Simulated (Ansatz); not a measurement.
# SnNH₃S₂: a changed input and its effect

System: SnNH₃S₂.
Method of run A: RKS SPW92 (LDA)/def2-TZVPP (Ansatz 0.2.0).

The geometry comes from this level: PBE0-D4/def2-TZVP. Text and figures count atoms from 1; the logs count them from 0 in places.

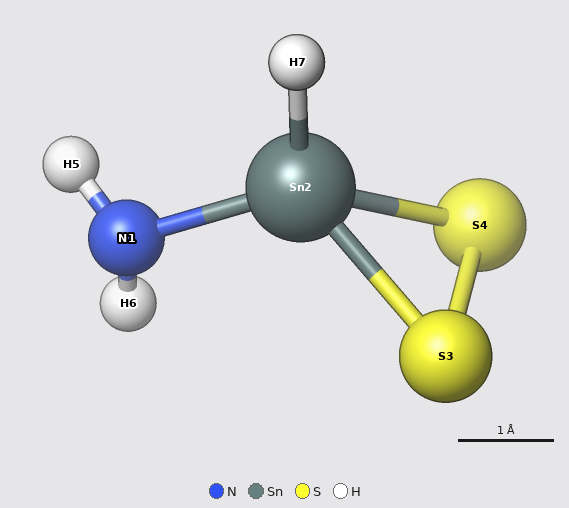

Fig. 1: The structure as given in the input (ball-and-stick view, seen at a tilt; atoms are numbered from 1 in the order of the input). Sticks mark near contacts. Bond lengths as drawn: H–N 1.01 Å, H–Sn 1.69 Å, N–Sn 2.00 Å, S–S 2.18 Å and S–Sn 2.36 to 2.38 Å.

## Input file, run A
```yaml
crystal:
  periodic: [false, false, false]
  atoms:
    - {symbol: N, position_ang: [-0.858945, 1.180397, 0.033223]}
    - {symbol: Sn, position_ang: [0.658780, -0.125863, 0.009562]}
    - {symbol: S, position_ang: [0.436948, -1.947328, 1.490239]}
    - {symbol: S, position_ang: [0.292321, -2.381578, -0.639346]}
    - {symbol: H, position_ang: [-0.847304, 1.845798, -0.729004]}
    - {symbol: H, position_ang: [-1.763738, 0.727185, 0.057854]}
    - {symbol: H, position_ang: [2.143137, 0.633389, -0.268328]}
basis:
  gaussian: {orbitals: def2-TZVPP}
hamiltonian: {xc: lda}
output: {orbitals: {seedname: orbitals}}
```

Hardware: 4 CPU threads, shared host.

## Output (run A)
```
Functional definition: SPW92
  exchange = slater_x
  correlation = pw_c
1288 factors; their error is unknown
mean field evaluation 1: about -28935.4531 eV, gradient 7.8e1 eV
mean field evaluation 2: about -28864.4157 eV, gradient 1.5e2 eV
mean field evaluation 4: about -28945.5310 eV, gradient 2.5e1 eV
mean field evaluation 8: about -28947.2131 eV, gradient 8.5e-1 eV
mean field evaluation 16: about -28947.2040 eV, gradient 1.3e-3 eV
mean field -28947.20400404 eV, -1063.7901260289 hartree, gradient 2.1e-5 eV, S^2 0.000000; 0 other end points of the search recorded, 0 dependent functions left out
reference -28947.20404357 eV, -1063.7901274816 hartree; 32, 32 occupied and 175, 175 virtual orbitals, 1288 factors
Total energy: -28947.20404357 eV, -1063.7901274816 hartree
```

For run B the input was changed thus:
```diff
-hamiltonian: {xc: lda}
+hamiltonian: {xc: {name: revPBE}, dispersion: d4}
```

How does run B compare with run A?

The total energies belong to different models, so their difference says nothing on which is more stable or more accurate. The HOMO goes from −4.97 to −4.79 eV. The LUMO goes from −2.59 to −2.28 eV.

## Output (run B)
```
Functional definition: revPBE
  parameter kappa = 1.245
  parameter beta = 0.06672455060314922
  exchange = pbe_x(kappa = kappa, mu = beta*pi^2/3)
  correlation = pbe_c(beta = beta)
1288 factors; their error is unknown
mean field evaluation 1: about -29029.2096 eV, gradient 7.4e1 eV
mean field evaluation 2: about -28964.0588 eV, gradient 1.5e2 eV
mean field evaluation 4: about -29038.7290 eV, gradient 2.2e1 eV
mean field evaluation 8: about -29040.0634 eV, gradient 6.8e-1 eV
mean field evaluation 16: about -29040.0532 eV, gradient 1.6e-3 eV
mean field -29040.05317217 eV, -1067.2022700222 hartree, gradient 3.8e-5 eV, S^2 0.000000; 0 other end points of the search recorded, 0 dependent functions left out
reference -29040.05322473 eV, -1067.2022719537 hartree; 32, 32 occupied and 175, 175 virtual orbitals, 1288 factors
Total energy: -29040.57145085 eV, -1067.2213164123 hartree
```

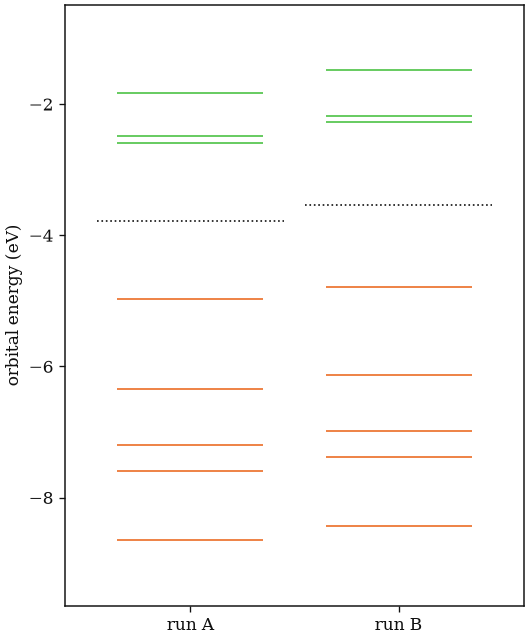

Fig. 2: The five highest filled and three lowest empty orbital energies of the two runs; the dotted lines part filled from empty levels. The HOMO–LUMO gap is 2.38 eV in run A and 2.52 eV in run B.

## The two runs side by side

```tsv
quantity	run A	run B
outcome	converged	converged
total energy (hartree)	−1063.790127	−1067.221316
HOMO (eV)	−4.97	−4.79
LUMO (eV)	−2.59	−2.28
basis functions	207	207
wall time (shared host)	1.7 s	2.8 s
```
